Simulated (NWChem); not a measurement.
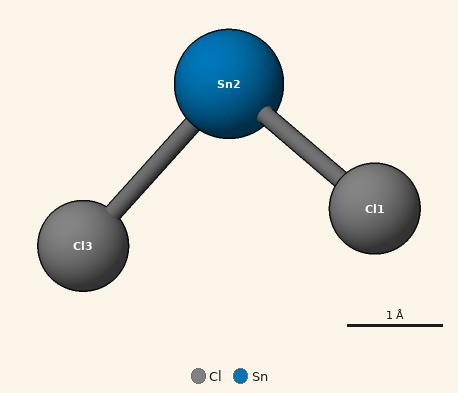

Figure 1. The structure (ball-and-stick view, seen at a tilt; atoms are numbered from 1 in the order of the input). Sticks mark near contacts. Bond lengths as drawn: Cl–Sn 2.36 Å.

Energy and gradient calculation of SnCl$_{2}$ (part 1 of 2)

- system: SnCl$_{2}$
- method: HF/3-21G, RHF (NWChem 7.3.0)

The geometry comes from this level: PBE0-D4/def2-TZVP.

The input:
```
start cl2sn
title "Cl2Sn hf"
memory 2200 mb
geometry units au noautosym nocenter noautoz
 Cl     2.18112189     2.30678868     1.42863295
 Sn    -1.50592275     0.98057889    -0.71167086
 Cl    -0.69579716    -3.41001079    -0.74190648
end
basis spherical bse
 Cl library 3-21G
 Sn library 3-21G
end
scf
 singlet
 rhf
 thresh 1e-08
 maxiter 80
end
task scf gradient
```

Run on 1 thread of AMD EPYC (Zen 5), 16 GiB of memory available, shared host.

Launched with:
```bash
nwchem cl2sn.nw > cl2sn.out
```

The program's output:
```
Northwest Computational Chemistry Package (NWChem) 7.3.0
             --------------------------------------------------------

           Job information
           ---------------

    nwchem branch   = 7.3.0
    use scalapack   = T
    input           = cl2sn.nw
    prefix          = cl2sn.
    data base       = ./cl2sn.db
    status          = startup
    nproc           =        1

           Memory information
           ------------------

    heap     =     72089598 doubles =      550.0 Mbytes
    stack    =     72089595 doubles =      550.0 Mbytes
    global   =    144179200 doubles =     1100.0 Mbytes (distinct from heap & stack)
    total    =    288358393 doubles =     2200.0 Mbytes
    verify   = yes
    hardfail = no

           Directory information
           ---------------------

  0 permanent = .
  0 scratch   = .

                                NWChem Input Module
                                -------------------

                                     Cl2Sn hf
                                     --------

                             Geometry "geometry" -> ""
                             -------------------------

 Output coordinates in a.u. (scale by  1.000000000 to convert to a.u.)

  No.       Tag          Charge          X              Y              Z
 ---- ---------------- ---------- -------------- -------------- --------------
    1 Cl                  17.0000     2.18112189     2.30678868     1.42863295
    2 Sn                  50.0000    -1.50592275     0.98057889    -0.71167086
    3 Cl                  17.0000    -0.69579716    -3.41001079    -0.74190648

      Atomic Mass
      -----------

      Cl                34.968850
      Sn               117.901800

 Effective nuclear repulsion energy (a.u.)     423.5223518301

            Nuclear Dipole moment (a.u.)
            ----------------------------
        X                 Y               Z
 ---------------- ---------------- ----------------
   -50.0456170900    30.2741686300   -23.9091930100

            XYZ format geometry
            -------------------
     3
 geometry
 Cl                    1.15420008     1.22070009     0.75600005
 Sn                   -0.79690006     0.51890004    -0.37660003
 Cl                   -0.36820003    -1.80450013    -0.39260003

 ==============================================================================
                                internuclear distances
 ------------------------------------------------------------------------------
       center one      |      center two      | atomic units |       a.u.
 ------------------------------------------------------------------------------
    2 Sn               |   1 Cl               |     4.46475  |     4.46475
    3 Cl               |   2 Sn               |     4.46481  |     4.46481
 ------------------------------------------------------------------------------
                         number of included internuclear distances:          2
 ==============================================================================

 ==============================================================================
                                 internuclear angles
 ------------------------------------------------------------------------------
        center 1       |       center 2       |       center 3       |  degrees
 ------------------------------------------------------------------------------
    1 Cl               |   2 Sn               |   3 Cl               |    98.37
 ------------------------------------------------------------------------------
                            number of included internuclear angles:          1
 ==============================================================================

                      Basis "ao basis" -> "" (spherical)
                      -----
  [basis functions not shown]

 Summary of "ao basis" -> "" (spherical)
 ------------------------------------------------------------------------------
       Tag                 Description            Shells   Functions and Types
 ---------------- ------------------------------  ------  ---------------------
 Cl                          3-21G                   7       13   4s3p
 Sn                          3-21G                  13       31   6s5p2d

                                 NWChem SCF Module
                                 -----------------

                                     Cl2Sn hf

  ao basis        = "ao basis"
  functions       =    57
  atoms           =     3
  closed shells   =    42
  open shells     =     0
  charge          =   0.00
  wavefunction    = RHF
  input vectors   = atomic
  output vectors  = ./cl2sn.movecs
  use symmetry    = F
  symmetry adapt  = F

 Summary of "ao basis" -> "ao basis" (spherical)
 ------------------------------------------------------------------------------
       Tag                 Description            Shells   Functions and Types
 ---------------- ------------------------------  ------  ---------------------
 Cl                          3-21G                   7       13   4s3p
 Sn                          3-21G                  13       31   6s5p2d

 Forming initial guess at       0.0s

      Superposition of Atomic Density Guess
      -------------------------------------

 Sum of atomic energies:       -6910.82666905

      Non-variational initial energy
      ------------------------------

 Total energy =   -6911.055498
 1-e energy   =  -10385.704255
 2-e energy   =    3051.126404
 HOMO         =      -0.278258
 LUMO         =      -0.044184

 Starting SCF solution at       0.2s

 ----------------------------------------------
         Quadratically convergent ROHF

 Convergence threshold     :          1.000E-08
 Maximum no. of iterations :           80
 Final Fock-matrix accuracy:          1.000E-10
 ----------------------------------------------

              iter       energy          gnorm     gmax       time
             ----- ------------------- --------- --------- --------
                 1    -6910.9589202045  5.70D-01  1.85D-01      0.4
                 2    -6910.9966488109  1.17D-01  3.07D-02      0.8
                 3    -6910.9983840902  8.91D-03  4.29D-03      1.4
                 4    -6910.9984082214  4.89D-05  2.70D-05      2.3
                 5    -6910.9984082219  4.83D-09  2.50D-09      3.8

       Final RHF  results
       ------------------

         Total SCF energy =  -6910.998408221944
      One-electron energy = -10382.164606538865
      Two-electron energy =   3047.643846486846
 Nuclear repulsion energy =    423.522351830075

        Time for solution =      3.6s

             Final eigenvalues
             -----------------

              1
    1 *********
    2 -156.3040
    3 -145.4489
    4 -145.4487
    5 -145.4484
    6 -104.0934
    7 -104.0933
    8  -31.6130
    9  -26.9876
   10  -26.9864
   11  -26.9853
   12  -19.1544
   13  -19.1539
   14  -19.1529
   15  -19.1522
   16  -19.1515
   17  -10.4874
   18  -10.4871
   19   -7.9502
   20   -7.9501
   21   -7.9473
   22   -7.9472
   23   -7.9471
   24   -7.9468
   25   -5.6270
   26   -4.0094
   27   -4.0073
   28   -4.0034
   29   -1.4959
   30   -1.4935
   31   -1.4929
   32   -1.4895
   33   -1.4857
   34   -1.0926
   35   -1.0707
   36   -0.6224
   37   -0.5018
   38   -0.4854
   39   -0.4790
   40   -0.4584
   41   -0.4489
   42   -0.3775
   43   -0.0324
   44    0.0577
   45    0.0806
   46    0.2728
   47    0.3300
   48    0.3443
   49    0.3489
   50    0.7542
   51    0.7636
   52    0.7973

                       ROHF Final Molecular Orbital Analysis
                       -------------------------------------

 Vector   29  Occ=2.000000D+00  E=-1.495931D+00
              MO Center= -7.9D-01,  5.2D-01, -3.7D-01, r^2= 4.0D-01
   Bfn.  Coefficient  Atom+Function         Bfn.  Coefficient  Atom+Function
  ----- ------------  ---------------      ----- ------------  ---------------
    43      0.672056  2 Sn d  1              42      0.653385  2 Sn d  0
    44      0.317896  2 Sn d  2              41     -0.283611  2 Sn d -1
    38     -0.236654  2 Sn d  1              37     -0.230078  2 Sn d  0
    40     -0.159518  2 Sn d -2

 Vector   30  Occ=2.000000D+00  E=-1.493549D+00
              MO Center= -8.0D-01,  5.2D-01, -3.8D-01, r^2= 3.8D-01
   Bfn.  Coefficient  Atom+Function         Bfn.  Coefficient  Atom+Function
  ----- ------------  ---------------      ----- ------------  ---------------
    41      0.742936  2 Sn d -1              42      0.509262  2 Sn d  0
    40     -0.461400  2 Sn d -2              36     -0.261555  2 Sn d -1
    43     -0.230343  2 Sn d  1              37     -0.179289  2 Sn d  0
    35      0.162439  2 Sn d -2

 Vector   31  Occ=2.000000D+00  E=-1.492871D+00
              MO Center= -7.9D-01,  5.1D-01, -3.7D-01, r^2= 4.2D-01
   Bfn.  Coefficient  Atom+Function         Bfn.  Coefficient  Atom+Function
  ----- ------------  ---------------      ----- ------------  ---------------
    44      0.799985  2 Sn d  2              40      0.443692  2 Sn d -2
    43     -0.415762  2 Sn d  1              39     -0.281724  2 Sn d  2
    42      0.208429  2 Sn d  0              35     -0.156252  2 Sn d -2

 Vector   32  Occ=2.000000D+00  E=-1.489501D+00
              MO Center= -8.0D-01,  5.2D-01, -3.8D-01, r^2= 3.8D-01
   Bfn.  Coefficient  Atom+Function         Bfn.  Coefficient  Atom+Function
  ----- ------------  ---------------      ----- ------------  ---------------
    42      0.573203  2 Sn d  0              43     -0.525948  2 Sn d  1
    41     -0.516005  2 Sn d -1              44     -0.433698  2 Sn d  2
    37     -0.201788  2 Sn d  0              38      0.185152  2 Sn d  1
    40      0.185120  2 Sn d -2              36      0.181652  2 Sn d -1
    39      0.152677  2 Sn d  2

 Vector   33  Occ=2.000000D+00  E=-1.485749D+00
              MO Center= -8.0D-01,  5.2D-01, -3.8D-01, r^2= 3.8D-01
   Bfn.  Coefficient  Atom+Function         Bfn.  Coefficient  Atom+Function
  ----- ------------  ---------------      ----- ------------  ---------------
    40      0.787332  2 Sn d -2              41      0.416970  2 Sn d -1
    44     -0.367642  2 Sn d  2              43      0.364062  2 Sn d  1
    35     -0.277157  2 Sn d -2              42      0.176971  2 Sn d  0

 Vector   34  Occ=2.000000D+00  E=-1.092567D+00
              MO Center=  2.9D-01, -2.2D-01,  1.3D-01, r^2= 3.5D+00
   Bfn.  Coefficient  Atom+Function         Bfn.  Coefficient  Atom+Function
  ----- ------------  ---------------      ----- ------------  ---------------
     6      0.384850  1 Cl s                 50      0.384730  3 Cl s
    10      0.375297  1 Cl s                 54      0.375182  3 Cl s
     2     -0.317358  1 Cl s                 46     -0.317260  3 Cl s
```
